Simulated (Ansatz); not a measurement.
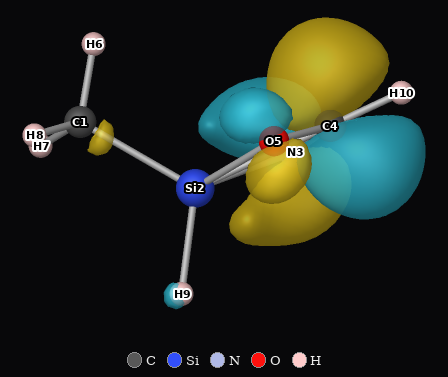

Figure 1: C₂H₅NOSi. The LUMO at ±0.15 Å⁻³ᐟ² (yellow and cyan are the two phases), seen across its widest extent.

The calculation used Ansatz, RKS PBE-D4/def2-SVP.

```yaml
atoms:
  - { symbol: C, position_ang: [-1.5556, -0.3734, -0.0795] }
  - { symbol: Si, position_ang: [0.1652, -0.1285, 0.5866] }
  - { symbol: N, position_ang: [1.5563, -0.7764, -0.3444] }
  - { symbol: C, position_ang: [1.8167, 0.4810, -0.5327] }
  - { symbol: O, position_ang: [0.9378, 1.3814, 0.0370] }
  - { symbol: H, position_ang: [-1.5726, -0.2238, -1.1768] }
  - { symbol: H, position_ang: [-1.9062, -1.4031, 0.1412] }
  - { symbol: H, position_ang: [-2.2647, 0.3367, 0.3932] }
  - { symbol: H, position_ang: [0.2402, -0.2660, 2.0774] }
  - { symbol: H, position_ang: [2.6660, 0.9210, -1.0991] }
```

Describe this orbital and give its energy.

Answer. Its weight (Hirshfeld) is mainly on C4 (about 45 %), N3 (about 25 %) and O5 (about 10 %); π-antibonding (π*) across C4–N3. Its energy is −1.06 eV.
